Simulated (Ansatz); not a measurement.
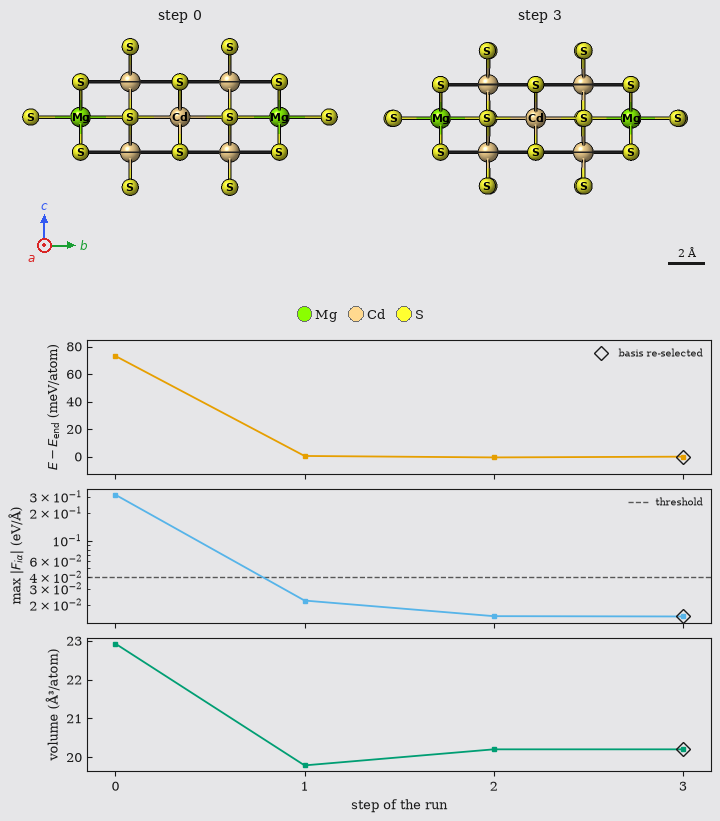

First and last geometry of a relaxation of solid MgCd$_{3}$S$_{4}$ (a generated structure, set up in Cmmm) (coarse preliminary run), with the history of the run. A ball-and-stick model of the conventional cell (2 times the calculation's cell), seen along the a axis. Lengths and directions refer to the drawn axes.

Level of theory: Ansatz, DFT PBE, scalar-relativistic, plane waves, PAW.

Input file:
```yaml
crystal:
  lattice:
    - [4.01766052, -5.68183, 0.0]
    - [4.01766052, 5.68183, 0.0]
    - [0.0, 0.0, 4.01766052]
  atoms:
    - { symbol: Mg, position: [0.0, 0.0, 0.5] }
    - { symbol: Cd, position: [0.0, 0.5, 0.0] }
    - { symbol: Cd, position: [0.5, 0.5, 0.5] }
    - { symbol: Cd, position: [0.5, 0.0, 0.0] }
    - { symbol: S, position: [0.75, 0.75, 0.0] }
    - { symbol: S, position: [0.75, 0.25, 0.5] }
    - { symbol: S, position: [0.25, 0.75, 0.5] }
    - { symbol: S, position: [0.25, 0.25, 0.0] }
basis:
  ecutwfc: 420
kpoints:
  mp_grid: { grid: [4, 4, 4] }
hamiltonian:
  xc: pbe
scf:
  occupations: { method: gaussian, width: 0.1 }
  lower_state_search: "off"
output:
  forces: true
  stress: true
  eigenvalues: true
relax:
  adjacent_minimum: "off"
  f_tol: 0.04
  max_steps: 70
  cell: { stress_tol: 0.4 }
```

Run as
```bash
ansatz run input.yaml --threads 1 --pin off --max-ram 2560MiB --backend cpu --events-out ev --progress --plain --runs-dir out
```

Question: Read the history and describe the run.

Answer: It converged. The largest moves relative to the cell, 0.067 Å, are those of S5 and S8. S5 goes along +a. Cd and Mg stay in place. The volume changes by −11.9 %, with a 8.035 → 7.692 Å (−4.3 %), b 11.364 → 10.878 Å (−4.3 %), c 4.018 → 3.863 Å (−3.8 %). Some distances before and after: Mg1–S5 2.841 → 2.679 Å, Cd2–S5 2.841 → 2.720 Å, Cd2–S6 2.841 → 2.726 Å, Cd3–S6 2.841 → 2.763 Å. Among the angles between lasting bonds that change: Cd2–S8–Cd4 180.0° → 177.2°, S5–Mg1–S5 90.0° → 92.3°, S5–Mg1–S8 90.0° → 87.7°. The space group stays Cmmm (No. 65). Over 2 accepted moves (3 points after the start) the energy falls by 73.2 meV per atom. The largest force component goes from 0.32 to 0.015 eV/Å. Pressure: −6.94 GPa at the start and −0.32 GPa at the end. At 1 point the geometry stayed and the basis and grid were re-selected for the new cell (energy shift of 0.6 meV per atom at most each time).

```tsv
step	E − E(0), meV/atom	largest force component, eV/Å	pressure, GPa	volume, Å³/atom	note
0	0.00	0.3155	-6.94	22.928	
1	-72.66	0.0223	1.23	19.791	
2	-73.71	0.0151	-0.32	20.205	
3	-73.16	0.0150	-0.32	20.205	same geometry, new basis
```
